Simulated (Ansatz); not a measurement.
# SnTe2 (model cell, started as fluorite): from the cell to its phonons

Aim: the vibrations of SnTe2 (model cell, started as fluorite), their spectra, and whether the structure is stable.

Method: DFT PBE, scalar-relativistic, plane waves, PAW, in Ansatz 0.2.0.

The structure was built from a prototype and need not be the compound's stable phase.

## 1. Set-up

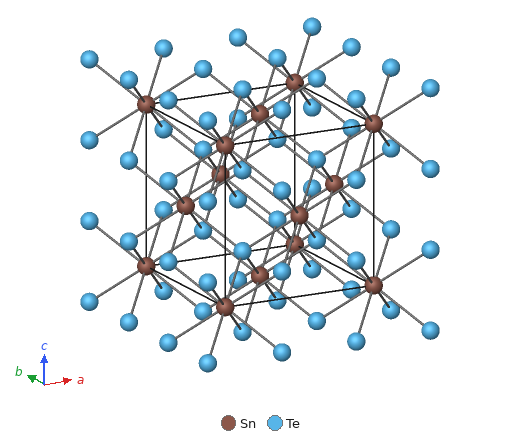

The cell as given, from a free direction (tin brown, tellurium blue). This picture shows the conventional cell, with its axes. Some periodic images of atoms are drawn too.

## 2. Rough relaxation

The start is far from rest, so a relaxation with loose tolerances brings it close first.

input.yaml

```yaml
crystal:
  lattice:
    - [0.0, 3.44909, 3.44909]
    - [3.44909, 0.0, 3.44909]
    - [3.44909, 3.44909, 0.0]
  atoms:
    - { symbol: Sn, position: [0.0, 0.0, 0.0] }
    - { symbol: Te, position: [0.25, 0.25, 0.25] }
    - { symbol: Te, position: [0.75, 0.75, 0.75] }
kpoints:
  mp_grid: { grid: [6, 6, 6] }
hamiltonian:
  xc: pbe
scf:
  occupations: { method: gaussian, width: 0.1 }
output:
  forces: true
  stress: true
  eigenvalues: true
relax:
  adjacent_minimum: "off"
  f_tol: 0.05
  max_steps: 80
  cell: { stress_tol: 0.5 }
```

Started as:

```bash
$ ansatz run input.yaml --threads 4 --pin off --max-ram 7168MiB --backend cpu --events-out ev --progress --plain --runs-dir out
```

Numbers of over 12 decimals in the logs are rounded to 6 here.

The log of the run:

```text
The last accepted step is kept in <dir> (removed where the run ends without a failure and the disk answers)
Engine: ansatz 0.2.0, aarch64-unknown-linux-gnu
Pseudopotentials: kind: paw
Pseudopotential: Sn, paw, valence charge 14, recommended cutoff 420 eV (normal), Sn.paw.azcp
Pseudopotential: Te, paw, valence charge 16, recommended cutoff 420 eV (normal), Te.paw.azcp
Functional definition: PBE
  parameter kappa = 0.804
[...]
--- Relaxed structure (4 steps of the walk, 4 accepted, 1 SCFs on fresh bases) ---
  F+E_penalty+E_count = -19983.75630276 eV   max|allowed force component| = 1.407e-17 eV/Å   (the final SCF, on the basis selected at the relaxed cell)
  cell:  # Å, volume = 102.5331 Å³
    - [0, 3.714879, 3.714879]
    - [3.714879, 0, 3.714879]
    - [3.714879, 3.714879, 0]
  atoms:
    - { symbol: Sn, position: [0, 0, 0] }
    - { symbol: Te, position: [0.25, 0.25, 0.25] }
    - { symbol: Te, position: [0.75, 0.75, 0.75] }
[key lines of the parts left out:]
SCF converged after 5 iterations
Free energy (F): -19983.756303 eV
Fermi energy:    8.015646 eV
P = ⅓ Tr σ = 0.1616 GPa (1.616 kbar)
```

Elapsed: 3.2 s, on 4 threads of Arm Neoverse V2, shared host; peak memory 0.41 GiB.

Step by step:

```csv
step,energy less that of the first step (eV),largest force component (eV/Å),pressure (GPa),volume (Å³)
1,0.0000,0.0000,14.31,82.06
2,-0.6584,0.0000,3.78,94.66
3,-0.7384,0.0000,1.07,100.18
4,-0.7467,0.0000,0.14,102.53
5*,-0.7509,0.0000,0.16,102.53
```

Relaxation steps marked * repeat the geometry before them on a plane-wave basis chosen anew for their cell, so energy and pressure can jump there.

The run keeps the 48 symmetry operations that it works with, so distortions that break them were not tested.

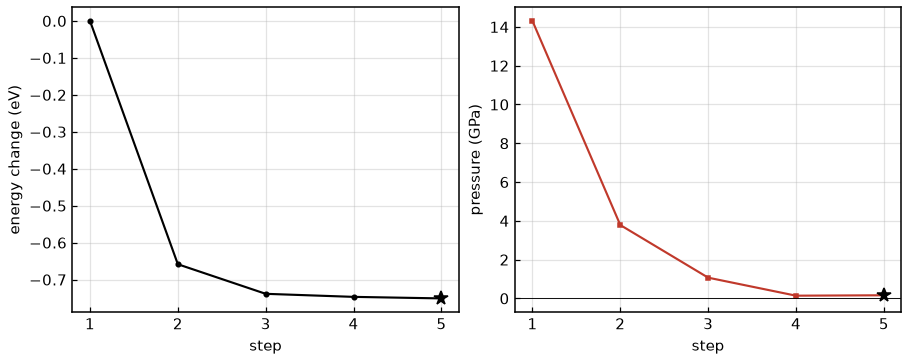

Energy and pressure along the relaxation. Stars mark steps on a basis chosen anew.

```csv
"conventional cell, symmetrised",before,after,change
a (Å),6.898,7.430,+7.7 %
b (Å),6.898,7.430,+7.7 %
c (Å),6.898,7.430,+7.7 %
volume (Å³/atom),27.35,34.18,+24.9 %
```

The relaxed structure:

```xyz
3
Lattice="0.0000 3.7149 3.7149 3.7149 0.0000 3.7149 3.7149 3.7149 0.0000" Properties=species:S:1:pos:R:3 pbc="T T T"
Sn    0.0000    0.0000    0.0000
Te    1.8574    1.8574    1.8574
Te    5.5723    5.5723    5.5723
```

Numbers from this step:

```
pressure          : 0.1616 GPa
volume per atom   : 34.18 Å³
gap on the k-mesh : 0 eV
```

In this step the volume went from 27.35 to 34.18 Å³/atom.

## 3. Bringing the structure to rest

Harmonic phonons are second derivatives at a point where the forces vanish, and they are wanted at zero stress, so atoms and cell are relaxed first.

input.yaml

```yaml
crystal:
  lattice:
    - [0.0, 3.7148789553, 3.7148789553]
    - [3.7148789553, 0.0, 3.7148789553]
    - [3.7148789553, 3.7148789553, 0.0]
  atoms:
    - { symbol: Sn, position: [0.0, 0.0, 0.0] }
    - { symbol: Te, position: [0.25, 0.25, 0.25] }
    - { symbol: Te, position: [0.75, 0.75, 0.75] }
kpoints:
  mp_grid: { grid: [10, 10, 10] }
hamiltonian:
  xc: pbe
scf:
  occupations: { method: gaussian, width: 0.1 }
output:
  forces: true
  stress: true
  eigenvalues: true
  write_density: true
  write_potential: true
  elf: true
  volumetric_format: npy
relax:
  adjacent_minimum: "off"
  f_tol: 0.005
  max_steps: 80
  cell: { stress_tol: 0.05 }
```

The log of the run:

```text
[...]
Crystal: 3 atoms, lattice volume = 102.533 Å³
Basis set: ecut = 420 eV, 1989 PW (Γ), exchange–correlation on 72×72×72 points (8 copies of the dense FFT grid, shifted against one another)
Bands: 28, of which v1, the nominal top of the filled ones, is band 23 counted from 1 (22 counted from 0)
Symmetry: 48 space group operations
[...]
k-points: 47 of 1000
[...]
SCF iter   1: F=—  HF=-19983.754499 eV  |F-HF|=—  |Δ(HF+E_count)|=         —  Δρ=1.26e-3  dr2=2.30e-3  ethr=1.77e-3  ⟨swp⟩=6.8  Hψ=5979  notcnv=0
[...]
SCF iter   6: F=-19983.752947 eV  HF=-19983.752947 eV  |F-HF|=1.65e-8  |Δ(HF+E_count)|=   4.09e-7  Δρ=5.13e-6  dr2=3.73e-8  ethr=2.17e-10  ⟨swp⟩=10.0  Hψ=9851  notcnv=0
SCF 1 converged in 6 iterations: F = -19983.752947 eV  dr2 = 3.73e-8
[...]
relax step   1: F+E_penalty+E_count = -19983.75294704 eV  Δ(F+E_penalty+E_count) = +0.000e0 eV  max|allowed force component| = 4.240e-18 eV/Å  Δτ_max = 0.0000 Å  P = +0.234 GPa  Ω = 102.533 Å³  (6 SCF iters, dr2 threshold 1.00e-7 eV, accepted)
Crystal: 3 atoms, lattice volume = 103.230 Å³
[...]
SCF iter   3: F=-19983.753307 eV  HF=-19983.753308 eV  |F-HF|=2.74e-8  |Δ(HF+E_count)|=   4.92e-8  Δρ=7.74e-6  dr2=6.56e-8  ethr=2.97e-10  ⟨swp⟩=13.1  Hψ=10823  notcnv=0
SCF 2 converged in 3 iterations: F = -19983.753307 eV  dr2 = 6.56e-8
relax step   2: F+E_penalty+E_count = -19983.75330749 eV  Δ(F+E_penalty+E_count) = -3.604e-4 eV  max|allowed force component| = 9.445e-18 eV/Å  Δτ_max = 0.0000 Å  P = -0.016 GPa  Ω = 103.230 Å³  energy of the carried Pulay correction = -1.094e-4 eV  (3 SCF iters, dr2 threshold 1.37e-7 eV, accepted)
[...]
SCF iter   5: F=-19983.753423 eV  HF=-19983.753423 eV  |F-HF|=7.28e-12  |Δ(HF+E_count)|=  1.46e-11  Δρ=5.95e-8  dr2=6.79e-12  ethr=1.00e-12  ⟨swp⟩=8.3  Hψ=7032  notcnv=0
SCF 3 converged in 5 iterations: F = -19983.753423 eV  dr2 = 6.79e-12
relax step   3: F+E_penalty+E_count = -19983.75342312 eV  Δ(F+E_penalty+E_count) = -1.156e-4 eV  max|allowed force component| = 9.637e-18 eV/Å  Δτ_max = 0.0000 Å  P = -0.016 GPa  Ω = 103.230 Å³  stress off target by 1.64e-2 GPa  SCF on the basis re-selected at this cell (its energy is not comparable with the rows above)  (5 SCF iters)
[...]
SCF converged after 5 iterations
Free energy (F): -19983.753423 eV
[...]
Internal energy: -19983.737820 eV  (E = F + TS)
E sigma→0 (E₀):  -19983.745622 eV
Entropy (-TS):   -0.015603 eV (-5.201 meV/atom)
Fermi energy:    7.911796 eV
[...]
--- Stress (GPa, compression-positive) ---
       -0.016355      -0.000000      -0.000000
       -0.000000      -0.016355      -0.000000
       -0.000000      -0.000000      -0.016355
  P = ⅓ Tr σ = -0.0164 GPa (-0.164 kbar)
--- Band table (eV; the first three rows and the last of 47) ---
  k-point 0: bands = [... 19 lower, 5.3569, 5.3569, 6.5688, 6.5688, 6.5688, 9.5661, 9.5661, 9.5661, ... 1 higher]
  k-point 1: bands = [... 19 lower, 5.3116, 5.3116, 6.5520, 6.5520, 7.0988, 9.5849, 9.6236, 9.6236, ... 1 higher]
  k-point 2: bands = [... 19 lower, 5.2140, 5.2140, 6.4695, 6.4695, 7.8724, 9.8606, 9.8606, 9.9117, ... 1 higher]
  k-point 46: bands = [... 19 lower, 4.9020, 6.1099, 7.0193, 8.5619, 8.7743, 10.5446, 11.3434, 11.7479, ... 1 higher]
--- Relaxed structure (2 steps of the walk, 2 accepted, 1 SCFs on fresh bases) ---
[...]
cell:  # Å, volume = 103.2298 Å³
    - [0, 3.723275, 3.723275]
    - [3.723275, 0, 3.723275]
    - [3.723275, 3.723275, 0]
  atoms:
    - { symbol: Sn, position: [0, 0, 0] }
    - { symbol: Te, position: [0.25, 0.25, 0.25] }
    - { symbol: Te, position: [0.75, 0.75, 0.75] }
```

It took 5.4 s on 4 threads; peak memory 0.48 GiB; 20 s of CPU time.

The steps of the relaxation:

```csv
step,energy less that of the first step (eV),largest force component (eV/Å),pressure (GPa),volume (Å³)
1,0.0000,0.0000,0.23,102.53
2,-0.0004,0.0000,-0.02,103.23
3*,-0.0005,0.0000,-0.02,103.23
```

Relaxation steps marked * repeat the geometry before them on a plane-wave basis chosen anew for their cell, so energy and pressure can jump there.

The run keeps the 48 symmetry operations that it works with, so distortions that break them were not tested.

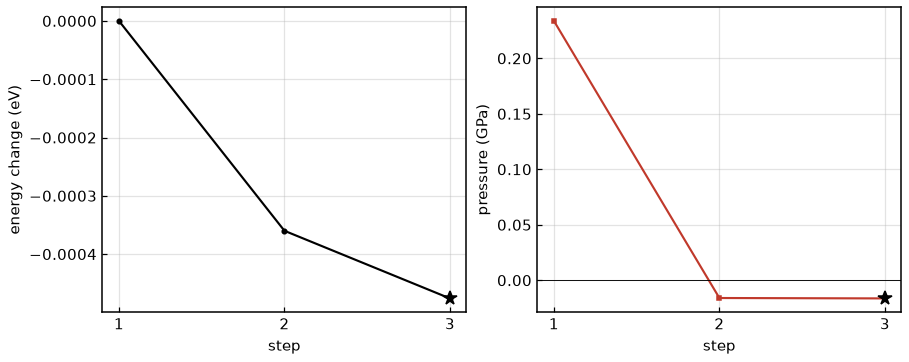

Energy and pressure along the relaxation. Stars mark steps on a basis chosen anew.

```csv
"conventional cell, symmetrised",before,after,change
a (Å),7.430,7.447,+0.2 %
b (Å),7.430,7.447,+0.2 %
c (Å),7.430,7.447,+0.2 %
volume (Å³/atom),34.18,34.41,+0.7 %
```

The relaxed structure:

```xyz
3
Lattice="0.0000 3.7233 3.7233 3.7233 0.0000 3.7233 3.7233 3.7233 0.0000" Properties=species:S:1:pos:R:3 pbc="T T T"
Sn    0.0000    0.0000    0.0000
Te    1.8616    1.8616    1.8616
Te    5.5849    5.5849    5.5849
```

This step gave:

- pressure: -0.01635 GPa
- volume per atom: 34.41 Å³

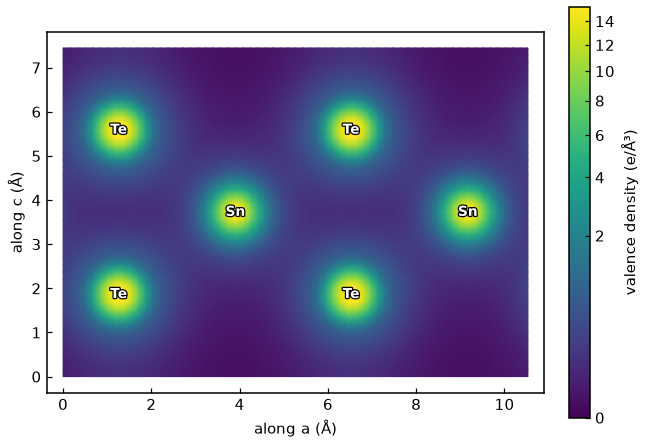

Valence density in the ac plane of a cell with a along [110], b along [-110] and c along [001] of the cube at fractional y = 0.000, with atoms of Sn and Te within 0.2 Å of it. It is the smooth field of the valence electrons, not physical close to the nuclei. The map starts off the cell's origin, so that atoms lie inside it. The colour scale is stretched toward low values.

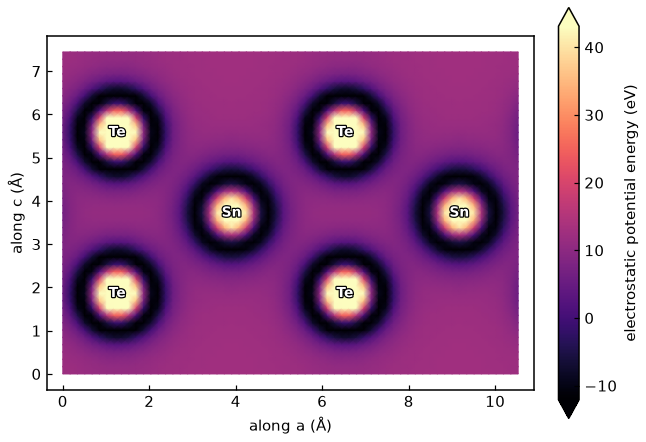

Electrostatic potential energy in the ac plane of a cell with a along [110], b along [-110] and c along [001] of the cube at fractional y = 0.000, with atoms of Sn and Te within 0.2 Å of it. With pseudopotentials it is smooth inside the atoms' cores, unlike the true potential. The map starts off the cell's origin, so that atoms lie inside it.

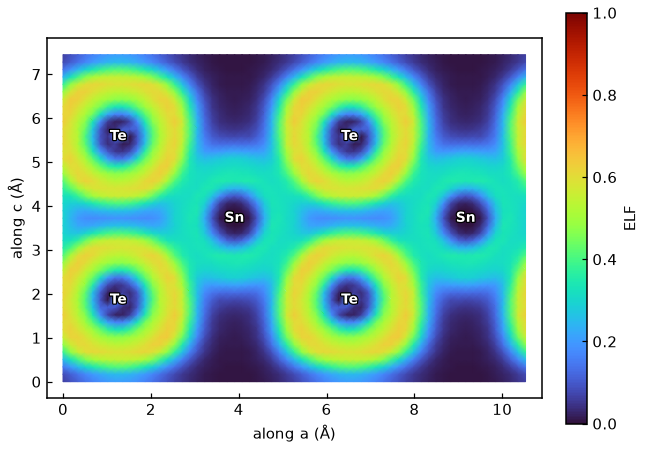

ELF in the ac plane of a cell with a along [110], b along [-110] and c along [001] of the cube at fractional y = 0.000, with atoms of Sn and Te within 0.2 Å of it. It is the smooth field of the valence electrons, not physical close to the nuclei. The map starts off the cell's origin, so that atoms lie inside it.

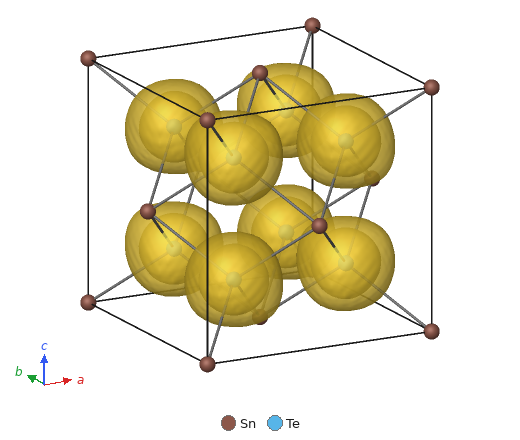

Surface of ELF = 0.55.

In this step the volume went from 34.18 to 34.41 Å³/atom.

## 4. Relaxing to small forces for the phonons

Phonons need a cell at rest on their own settings, so the relaxation is repeated with tight tolerances on forces and stress, using the mesh and the filling of the phonon run that follows.

input.yaml, the sections that differ from step 3:

```yaml
crystal:
  lattice:
    - [0.0, 3.7232746473, 3.7232746473]
    - [3.7232746473, 0.0, 3.7232746473]
    - [3.7232746473, 3.7232746473, 0.0]
  atoms:
    - { symbol: Sn, position: [0.0, 0.0, 0.0] }
    - { symbol: Te, position: [0.25, 0.25, 0.25] }
    - { symbol: Te, position: [0.75, 0.75, 0.75] }
kpoints:
  mp_grid: { grid: [12, 12, 12] }
scf:
  occupations: { method: methfessel_paxton, width: 0.2 }
relax:
  adjacent_minimum: "off"
  f_tol: 0.001
  max_steps: 60
  cell: { stress_tol: 0.01 }
# hamiltonian, output: as in step 3
```

The log of the run:

```text
[...]
Crystal: 3 atoms, lattice volume = 103.230 Å³
Basis set: ecut = 420 eV, 1989 PW (Γ), exchange–correlation on 72×72×72 points (8 copies of the dense FFT grid, shifted against one another)
Bands: 28, of which v1, the nominal top of the filled ones, is band 23 counted from 1 (22 counted from 0)
Symmetry: 48 space group operations
[...]
k-points: 72 of 1728
[...]
k-point 71: bands = [... 19 lower, 5.4758, 5.4758, 7.1136, 8.6176, 8.7278, 10.4152, 11.5797, 11.5797, ... 1 higher]
--- Relaxed structure (2 steps of the walk, 2 accepted, 1 SCFs on fresh bases) ---
[...]
cell:  # Å, volume = 103.1866 Å³
    - [0, 3.722755, 3.722755]
    - [3.722755, 0, 3.722755]
    - [3.722755, 3.722755, 0]
  atoms:
    - { symbol: Sn, position: [0, 0, 0] }
    - { symbol: Te, position: [0.25, 0.25, 0.25] }
    - { symbol: Te, position: [0.750000, 0.750000, 0.750000] }
[key lines of the parts left out:]
SCF converged after 5 iterations
Free energy (F): -19983.743660 eV
Fermi energy:    7.903228 eV
P = ⅓ Tr σ = 0.0009 GPa (0.009 kbar)
```

It took 8.1 s on 4 threads; peak memory 0.52 GiB; 31 s of CPU time.

Little changed from the start: no atom moved by 0.005 Å and no cell edge by 0.1 %.

Numbers from this step:

```
pressure        : 9.49e-4 GPa
volume per atom : 34.40 Å³
```

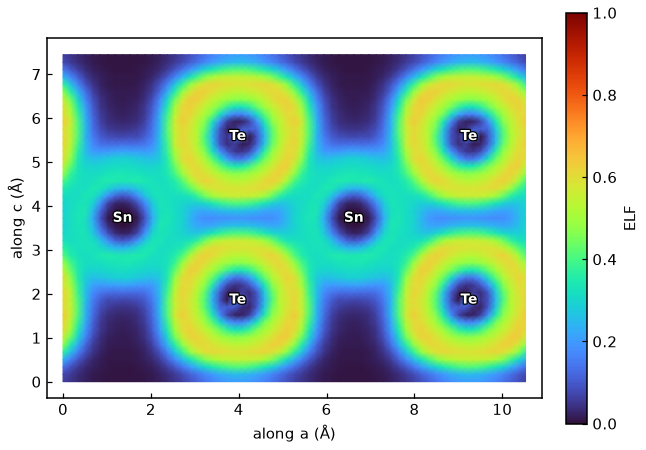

ELF in the ac plane of a cell with a along [110], b along [-110] and c along [001] of the cube at fractional y = 0.000, with atoms of Sn and Te within 0.2 Å of it. It is the smooth field of the valence electrons, not physical close to the nuclei. The map starts off the cell's origin, so that atoms lie inside it.

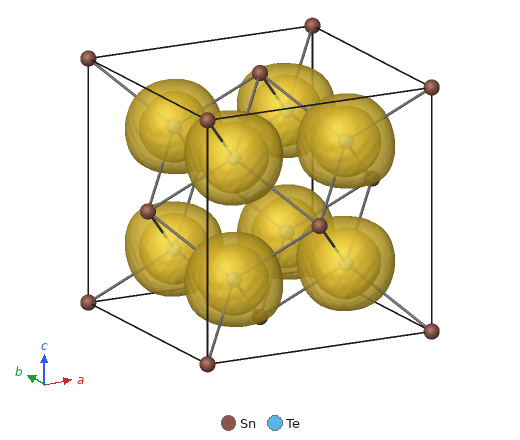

Surface of ELF = 0.55.

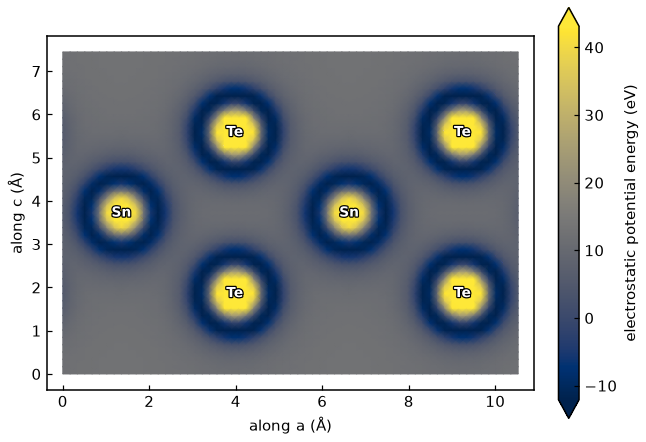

Electrostatic potential energy in the ac plane of a cell with a along [110], b along [-110] and c along [001] of the cube at fractional y = 0.000, with atoms of Sn and Te within 0.2 Å of it. With pseudopotentials it is smooth inside the atoms' cores, unlike the true potential. The map starts off the cell's origin, so that atoms lie inside it.

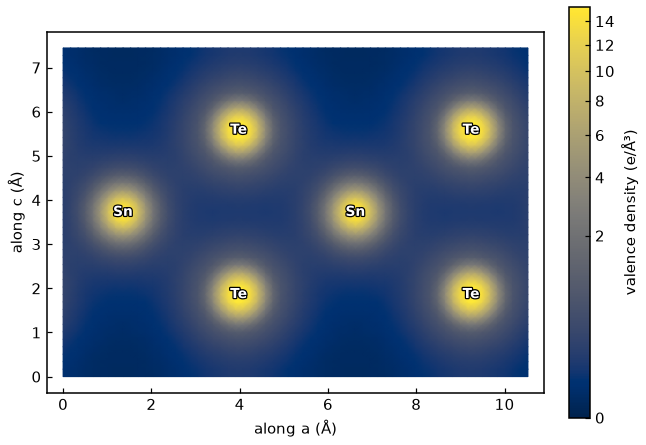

Valence density in the ac plane of a cell with a along [110], b along [-110] and c along [001] of the cube at fractional y = 0.000, with atoms of Sn and Te within 0.2 Å of it. It is the smooth field of the valence electrons, not physical close to the nuclei. The map starts off the cell's origin, so that atoms lie inside it. The colour scale is stretched toward low values.

The forces vanish by symmetry and the pressure is 0.001 GPa, within the tolerances set. The cell now holds 34.40 Å³/atom.

[end of part 1 of 2]

[Logs are printed without paths, hosts, clocks, repeated set-up lines and the standing remarks that a program may print on its own settings, such as how far it seeks lower states.]

[Hosts, paths, dates, database ids (printed as entryN), source tags and the programs' standing remarks are cut or masked in the printed files.]
